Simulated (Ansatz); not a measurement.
System: AlAsH$_{4}$···CH$_{4}$.

Input

```
crystal:
  periodic: [false, false, false]
  atoms:
    - { symbol: Al, position_ang: [-1.390339, -0.023961, -0.511459] }
    - { symbol: C, position_ang: [1.525597, -1.162254, 0.425179] }
    - { symbol: H, position_ang: [-1.373044, -0.665045, -1.980663] }
    - { symbol: H, position_ang: [-2.076535, -0.821896, 0.699406] }
    - { symbol: H, position_ang: [1.377232, -0.096715, 0.23864] }
    - { symbol: As, position_ang: [-0.306138, 2.10642, -0.190886] }
    - { symbol: H, position_ang: [2.153766, -1.596756, -0.375735] }
    - { symbol: H, position_ang: [2.012469, -1.2925, 1.41139] }
    - { symbol: H, position_ang: [0.549536, -1.698761, 0.451895] }
    - { symbol: H, position_ang: [-1.189468, 2.475375, 1.017909] }
    - { symbol: H, position_ang: [-1.283075, 2.776193, -1.185775] }
basis:
  gaussian: { orbitals: def2-SVP }
hamiltonian:
  xc: pbe
  dispersion: d4
relax:
  f_tol: 0.03
  max_steps: 50
output:
  orbitals: {}
```

Command:

```sh
ansatz run input.yaml --threads 2 --pin off --max-ram 3072MiB --backend cpu --events-out ev --progress --plain --runs-dir out
```

The fields are those of the run's last geometry, not of the input's.

Theory: Ansatz 0.2.0, RKS PBE-D4/def2-SVP.

> What will maps of the electron density and electron localisation function show?

C–H (1.11 Å): ρ is about 1.8 e/Å³ halfway; the ELF climbs to about 1 towards the hydrogen, as it does in any bond to H (a covalent bond by its length).

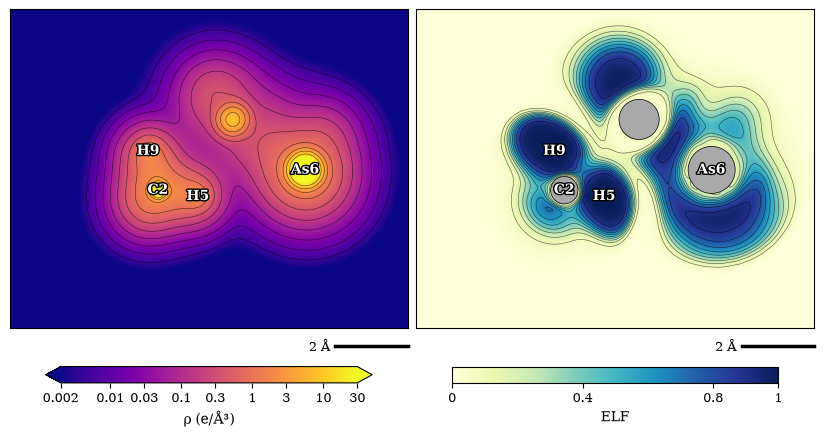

Computed electron density and electron localisation function on the plane of atoms H5, C2 and H9, in this order. Grey discs cover the atomic cores in the ELF map. 
